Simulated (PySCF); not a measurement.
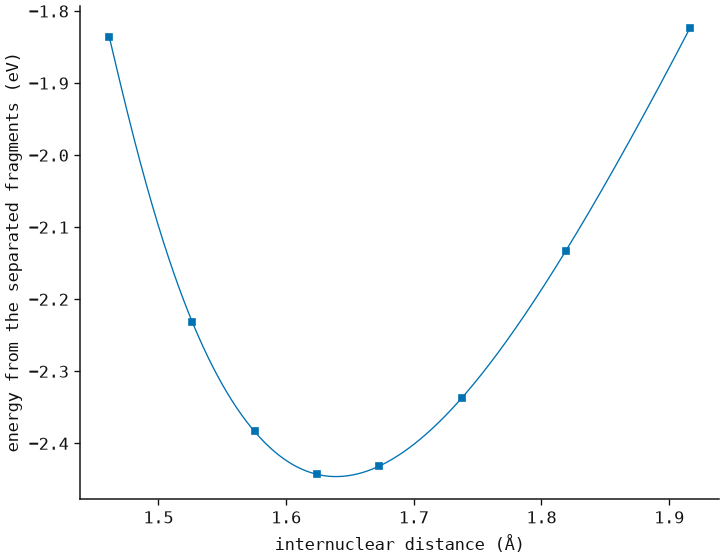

Bond curve of ClF, singlet. CCSD(T)/x2c-TZVPPall (sfX2C-1e), PySCF, RHF. One reference determinant with the occupation held, the lowest that a PBE0 search over spins and occupations found; no spin-orbit coupling. Zero is the separated fragments in their ground configurations, without counterpoise.

What constants does a Dunham fit to the curve give (main isotopes)?

re = 1.639 Å, ωe = 774 cm⁻¹, ωexe = 5.0 cm⁻¹, De = 2.45 eV, Be = 0.51 cm⁻¹.

Give the computed points.

| r (Å) | E (eV) |
| --- | --- |
| 1.462 | −1.84 |
| 1.527 | −2.23 |
| 1.575 | −2.38 |
| 1.624 | −2.44 |
| 1.673 | −2.43 |
| 1.738 | −2.34 |
| 1.819 | −2.13 |
| 1.916 | −1.82 |
